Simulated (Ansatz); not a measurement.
**Cl4Ge: density, localisation and related maps**

Input

```
crystal:
  periodic: [false, false, false]
  atoms:
    - { symbol: Ge, position_ang: [0.0, 0.0, 0.0] }
    - { symbol: Cl, position_ang: [0.0, 0.0, 2.22] }
    - { symbol: Cl, position_ang: [2.0935, 0.0, -0.7393] }
    - { symbol: Cl, position_ang: [-1.0456, 1.8115, -0.7393] }
    - { symbol: Cl, position_ang: [-1.0456, -1.8115, -0.7393] }
basis:
  gaussian: { orbitals: def2-SVP }
hamiltonian:
  xc: blyp
  dispersion: d4
relax:
  f_tol: 0.02
  max_steps: 40
output:
  orbitals: {}
```

Run with:

```sh
ansatz run input.yaml --threads 4 --pin off --max-ram 5120MiB --backend cpu --events-out ev --progress --plain --runs-dir out
```

The fields are those of the run's last geometry, not of the input's.

Method: RKS BLYP-D4/def2-SVP (Ansatz 0.2.0).

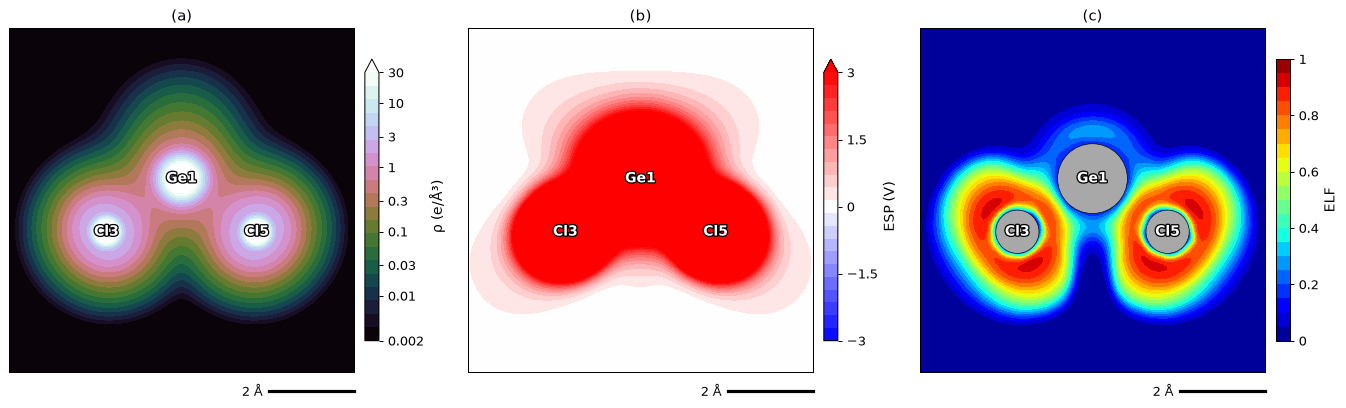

Figure 1. (a) total electron density; (b) electrostatic potential; (c) electron localisation function on the plane of atoms Cl3, Ge1 and Cl5. Grey discs cover the atomic cores in the ELF map.

### Interpret the plot.

The section cuts through Ge and Cl sites.
Ge–Cl (2.17 Å): the density is about 0.71 e/Å³ at the midpoint; the ELF peaks at about 0.80 in the valence shell of Cl, 0.9 Å from its nucleus, and is about 0.65 at the midpoint.
The ELF also peaks beside Cl3 and Cl5, away from the bonds: lone-pair regions.
The potential has no marked negative region in this plane.

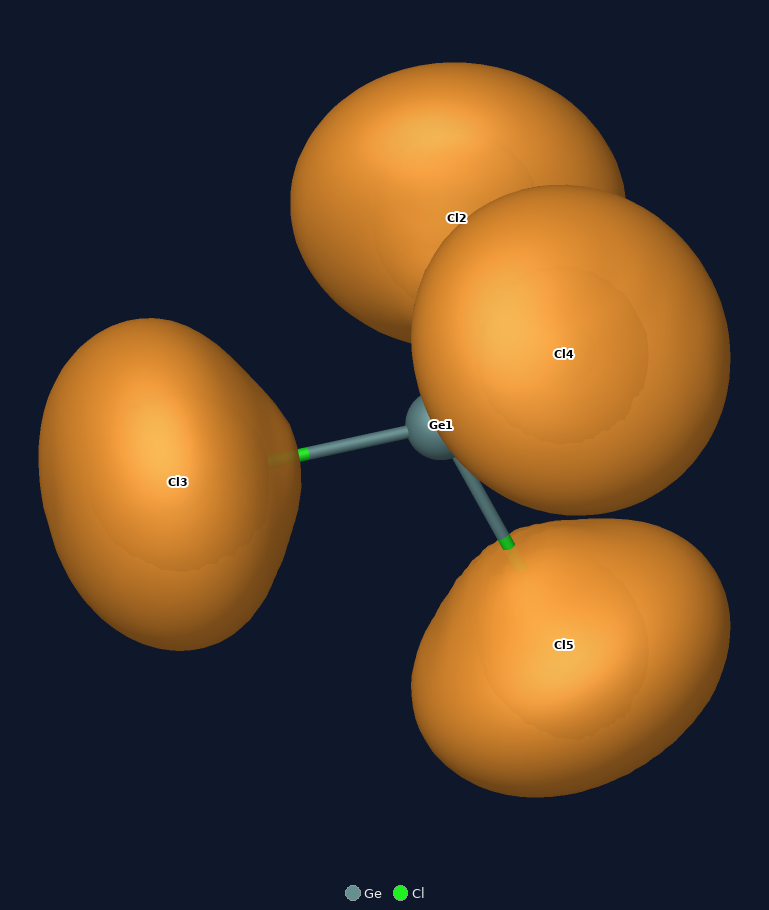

Figure 2. Isosurface of the ELF at 0.75 (orange), seen at an oblique angle. Only the valence region is drawn (cores and ρ < 0.01 e/Å³ removed).

### What do the ELF domains correspond to?

At this value the surface marks out four regions wrapped around Cl (the valence shell of each).

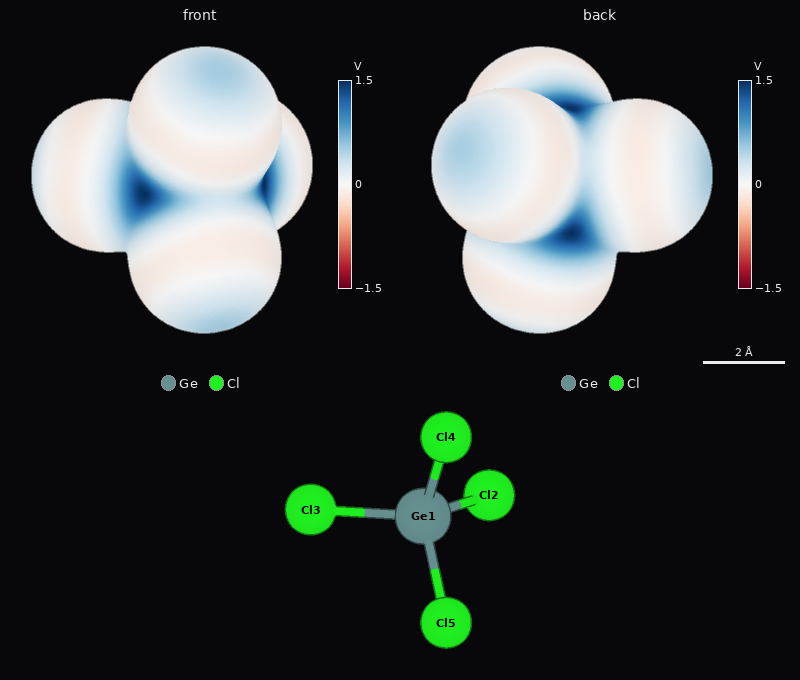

Figure 3. The molecular electrostatic potential painted on the density surface at 0.002 e/bohr³, seen from the front and from behind; red is negative and blue positive. The bare structure is drawn below in the same view.

### Where is the surface potential most negative and most positive?

The most negative region (about −0.1 V) lies over Cl2, Cl3, Cl4 and Cl5, the most positive (about +1.4 V) over Ge1. Cl2 shows a σ-hole: about +0.5 V at the tip opposite its bond, against about −0.1 V on its flanks. Cl3 shows a σ-hole: about +0.5 V at the tip opposite its bond, against about −0.1 V on its flanks. Cl4 shows a σ-hole: about +0.5 V at the tip opposite its bond, against about −0.1 V on its flanks. Cl5 shows a σ-hole: about +0.5 V at the tip opposite its bond, against about −0.1 V on its flanks.

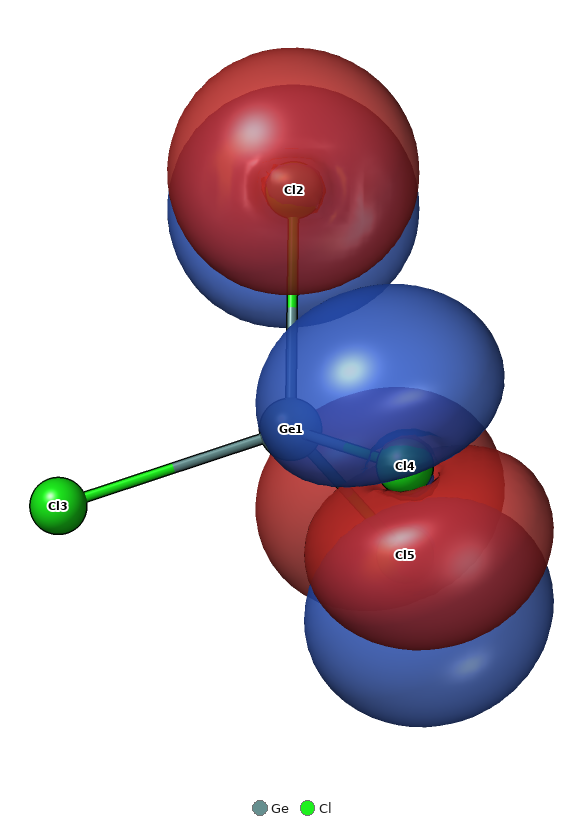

Figure 4. The HOMO at ±0.08 Å⁻³ᐟ² (red and blue are the two phases), seen from one side.

### Describe this orbital and give its energy.

It lies mainly on Cl2 (about 30 %), Cl4 (about 30 %) and Cl5 (about 30 %); largely a combination of lone pairs on Cl2, Cl4 and Cl5. It is one of a degenerate set, so its orientation is arbitrary. Its energy is −7.72 eV.
